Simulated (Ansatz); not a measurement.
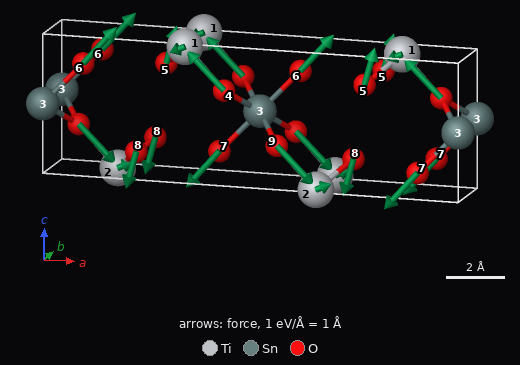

Starting geometry of a crystal of Ti$_{2}$SnO$_{6}$ (a generated structure, set up in C2/m) (coarse preliminary run) with the computed forces as green arrows. Style: ball-and-stick. Shown: the conventional cell (2 times the calculation's cell), slightly off an axis. Lengths and directions refer to the drawn axes.

Computed with DFT PBE, scalar-relativistic, plane waves, PAW (Ansatz 0.2.0).

Input file:
```yaml
crystal:
  lattice:
    - [7.36317941, -1.54183615, 0.0]
    - [7.36317941, 1.54183615, 0.0]
    - [-0.16723039, 0.0, 4.88778109]
  atoms:
    - { symbol: Ti, position: [0.3423022, 0.3423022, 0.97989264], spin: 1.0 }
    - { symbol: Ti, position: [0.6576978, 0.6576978, 0.02010736], spin: 1.0 }
    - { symbol: Sn, position: [0.0, 0.0, 0.5] }
    - { symbol: O, position: [0.43646762, 0.43646762, 0.68506697] }
    - { symbol: O, position: [0.77481139, 0.77481139, 0.79735973] }
    - { symbol: O, position: [0.09763981, 0.09763981, 0.80853] }
    - { symbol: O, position: [0.90236019, 0.90236019, 0.19147] }
    - { symbol: O, position: [0.22518861, 0.22518861, 0.20264027] }
    - { symbol: O, position: [0.56353238, 0.56353238, 0.31493303] }
basis:
  ecutwfc: 420
kpoints:
  mp_grid: { grid: [6, 6, 4] }
hamiltonian:
  xc: pbe
scf:
  occupations: { method: gaussian, width: 0.1 }
  lower_state_search: "off"
output:
  forces: true
  stress: true
  eigenvalues: true
  populations: true
magnetization:
  spin_polarized: true
relax:
  adjacent_minimum: "off"
  f_tol: 0.04
  max_steps: 70
  cell: { stress_tol: 0.4 }
```

Run as
```bash
ansatz run input.yaml --threads 4 --pin off --max-ram 8192MiB --backend cpu --events-out ev --progress --plain --runs-dir out
```

> What follows when this structure is relaxed?

It isn't relaxed: the largest force vector, on O atoms, is 1.91 eV/Å. The final displacements follow the starting forces only in part (cosine between the two patterns 0.85). The energy falls by 47.3 meV per atom in 5 accepted moves (6 points after the start). The largest force component goes from 1.4 to 0.025 eV/Å. Pressure: −5.78 GPa at the start and −0.13 GPa at the end. At 1 point the geometry stayed and the basis and grid were re-selected for the new cell (energy shift of 0.9 meV per atom at most each time). The largest moves relative to the cell, 0.082 Å, are those of O4 and O9. O4 goes along [−1 0 3]. By element the largest moves are O 0.082 Å, Ti 0.054 Å. Sn stays in place. The drawn cell changes as follows: a 14.726 → 14.435 Å (−2.0 %), b 3.084 → 3.069 Å (−0.5 %), c 4.891 → 4.908 Å (+0.4 %), β 92.0° → 90.9°; the volume changes by −2.0 %. Among the contacts that change: Ti1–Ti2 3.137 → 3.026 Å, Ti1–O8 2.071 → 1.966 Å, Ti1–O4 2.034 → 1.972 Å, Sn3–O6 2.048 → 2.100 Å. Bond angles that change, for instance: O4–Ti1–O8 166.6° → 162.9°, O4–Sn3–O4 98.7° → 96.0°, Sn3–O4–Sn3 98.7° → 96.0°. The space group stays C2/m (No. 12). The program noted that the starting moments weren't kept. The run took 110 s on 4 threads of Intel(R) Xeon(R) Processor @ 2.70GHz, with other jobs on the host, peak memory 0.77 GiB.
